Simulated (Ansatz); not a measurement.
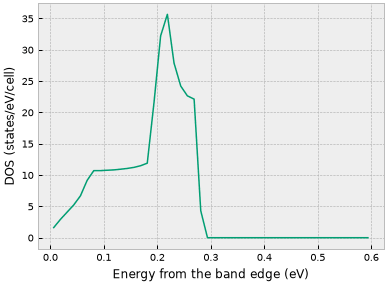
Figure. Density of states of Rb₂NiF₆ (Fm-3m) above the conduction band minimum, Ansatz (a first-principles code) with PBEsol, rigid bands; cell volume 149.3 Å³.

Question: What effective density of states at 300 K does this give (∫ g(E) exp(−E/k_BT) dE, both spins, divided by the cell's size)?

Answer: 6.3e20 cm⁻³, a density-of-states mass of 8.5 mₑ, valleys and band degeneracy included.

Spin-orbit coupling is left out. Geometry: cell and atoms relaxed with PBEsol.

Formula and space group known from diffraction (Crystallography Open Database), not checked to be the room-temperature form: Rb2NiF6 (Fm-3m). Treated as nonmagnetic, magnetic states not searched for: Rb2NiF6 (Fm-3m).
